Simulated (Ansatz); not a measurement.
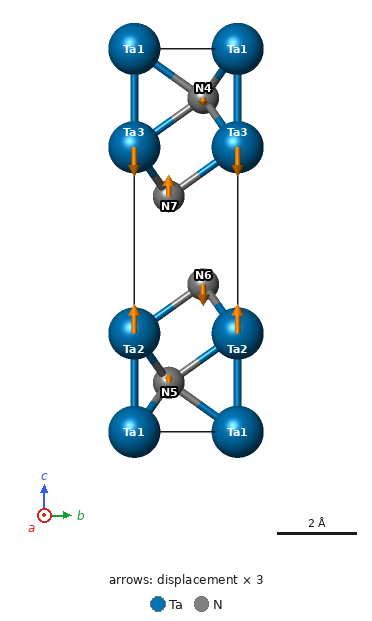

This is a relaxation of a crystal of Ta3N4 (a generated structure, set up in P-3m1) (coarse preliminary run). The starting structure is drawn; orange arrows show the displacements (the part carried along by the change of the cell is left out), 3 times their true length.

Style: ball-and-stick. Shown: the cell of the calculation, along the a axis.

These are results of DFT PBE+D3(BJ), scalar-relativistic, plane waves, PAW (Ansatz), not measurements. Set-up: plane-wave cutoff 420 eV; k-point mesh 6 × 6 × 2; occupations gaussian; smearing width 0.1 eV; no spin polarisation; cell and atoms relaxed; force threshold 0.04 eV/Å; at most 70 steps.

Q: What did the optimiser do to the structure, and how much energy did it gain?

A: The energy falls by 3.475 eV per cell of the calculation in 6 accepted moves (8 points after the start). Largest force component: 9.9 eV/Å at the start, 0.0091 eV/Å at the end. Pressure: 18.72 GPa at the start and 0.05 GPa at the end. The SCF was repeated twice at an unchanged geometry on a basis and grid sized afresh for the cell, which shifted the energy by 25.8 meV per cell of the calculation at most. The largest moves relative to the cell, 0.25 Å, are those of Ta2 and Ta3. Ta2 goes along +c. By element the largest moves are Ta 0.25 Å, N 0.19 Å. Cell: a = b 3.031 → 3.109 Å (+2.6 %), c 9.728 → 9.976 Å (+2.6 %). Volume +7.9 %. Some distances before and after: Ta1–Ta2 2.497 → 2.813 Å, Ta2–N6 2.150 → 1.983 Å, Ta2–N5 2.150 → 2.311 Å, Ta1–N4 2.150 → 2.250 Å. Bond angles that change, for instance: Ta2–N6–Ta2 89.7° → 103.2°, Ta3–N4–Ta3 89.7° → 84.5°, Ta1–N4–Ta3 71.0° → 76.1°. The space group stays P-3m1 (No. 164). The run took 46 s on 1 thread of Intel(R) Xeon(R) Processor @ 2.50GHz (Skylake/Cascade Lake), with other jobs on the host, peak memory 0.4 GiB.
